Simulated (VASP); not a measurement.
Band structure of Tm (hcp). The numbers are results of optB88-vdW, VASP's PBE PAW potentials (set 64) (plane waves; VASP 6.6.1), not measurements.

The 4f electrons are frozen in the core of the lanthanide potential, so 4f levels, which can set the real gap, and their magnetism are missing.

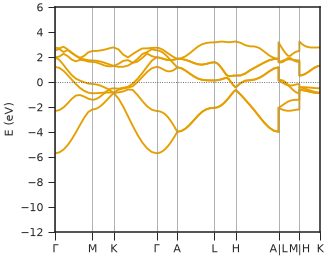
Bands along high-symmetry lines, zero at the valence-band maximum or, without a gap, the Fermi level

Task: Read the plot: is there a gap, and where are the band edges?

Result: It has no gap at this level: it comes out as a metal or semimetal. (Edges off the drawn lines would not show.)

The compound is Tm in the hcp structure. It was relaxed first.
